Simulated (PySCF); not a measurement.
Input file:

```
{"job": {"kind": "nmr", "xc": "PBE0", "basis": "pcSseg-1"}, "charge": 0, "multiplicity": 1}
B     -3.349245    -0.126624     0.079637
N     -1.838024     0.478954     0.325497
C     -0.756408    -0.316799    -0.248691
C      0.622579     0.289875     0.008862
C      1.737452    -0.556389    -0.597844
Si     3.470912     0.173233    -0.294580
H     -4.081329     0.650758     0.612277
H     -3.364384    -1.202087     0.592524
H     -3.501825    -0.171324    -1.101292
H     -1.837578     1.414574    -0.070016
H     -1.723083     0.558764     1.331573
H     -0.818052    -1.319720     0.179600
H     -0.941026    -0.403582    -1.321756
H      0.782232     0.380359     1.087365
H      0.660093     1.297171    -0.416349
H      1.681284    -1.564137    -0.182412
H      1.559712    -0.657421    -1.669979
H      3.526814     1.512503    -0.884972
H      4.471297    -0.697577    -0.907750
H      3.693431     0.270147     1.149817
```

Run with:

```sh
OMP_NUM_THREADS=1 python probes_run.py task.json out
```

Geometry: GFN2-xTB.

Method: PBE0/pcSseg-1, SCF density, gas phase, non-relativistic (PySCF 2.14.0).

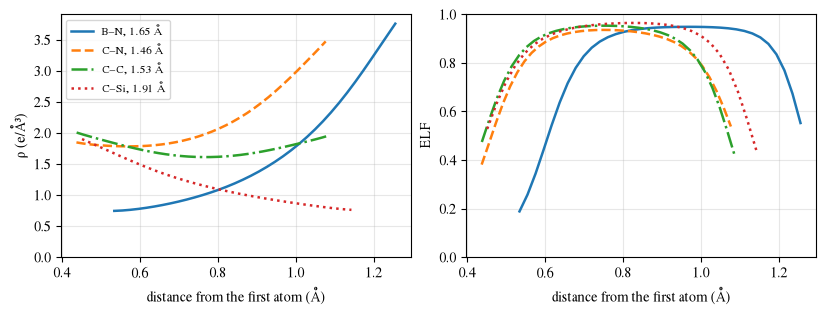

C3H14BNSi (SMILES [BH3-][NH2+]CCC[SiH3]). Total electron density and ELF along straight lines between neighbouring atoms. The curves leave out the atomic cores.

**What can be read from the curves?**

B–N (1.65 Å): ρ is about 1.1 e/Å³ halfway; the ELF peaks at about 0.95 between the atoms: a shared but strongly polarised pair.
C–N (1.46 Å): ρ is about 1.9 e/Å³ halfway; the ELF peaks at about 0.95 between the atoms (localised, covalent bonding).
C–C (1.53 Å): the density is about 1.6 e/Å³ at the midpoint; the ELF peaks at about 0.95 between the atoms (a covalent bond).
C–Si (1.91 Å): the density is about 0.91 e/Å³ at the midpoint; the ELF peaks at about 0.95 between the atoms: localised, covalent bonding.
